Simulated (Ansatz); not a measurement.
```yaml
atoms:
  - { symbol: W, position_ang: [-0.0014, 0.0460, 0.0775] }
  - { symbol: F, position_ang: [0.0150, 0.2511, 1.9469] }
  - { symbol: H, position_ang: [1.6866, -0.1967, 0.3131] }
  - { symbol: Cl, position_ang: [0.5771, 2.3161, 0.1012] }
  - { symbol: Cl, position_ang: [-2.3414, -0.3324, 0.2296] }
  - { symbol: Cl, position_ang: [0.3215, -2.2787, 0.0572] }
  - { symbol: O, position_ang: [0.1492, 0.1936, -1.7761] }
  - { symbol: H, position_ang: [0.3908, 0.7932, -2.5072] }
```

Core potentials replace the inner electrons of W.

These are results of Ansatz, RKS BLYP-D4/def2-SVP, not measurements.

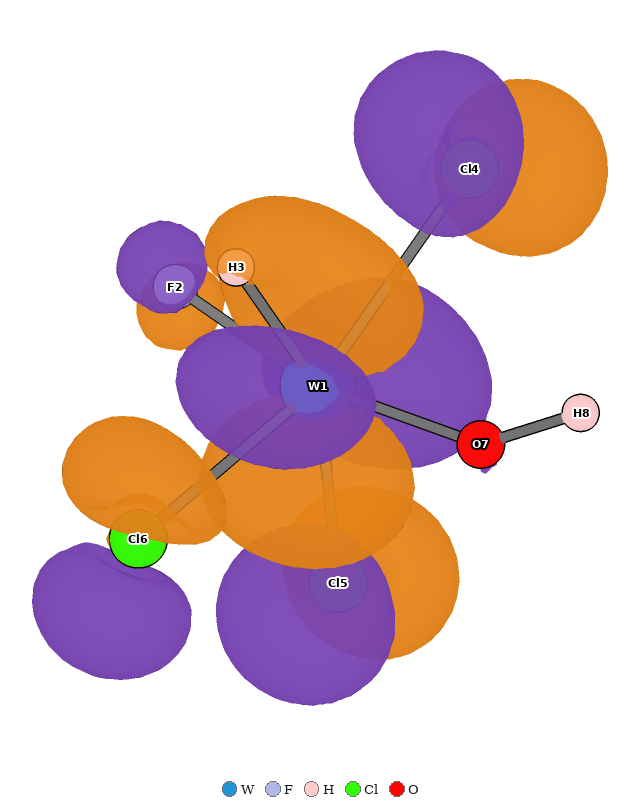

Cl3FH2OW. The LUMO at ±0.1 Å⁻³ᐟ² (orange and purple are the two phases), seen at a tilt.

Q: Describe this orbital and give its energy.

A: It lies mainly on W1 (about 60 %), Cl4 (about 15 %), Cl5 (about 15 %) and Cl6 (about 10 %). Its energy is −4.88 eV.
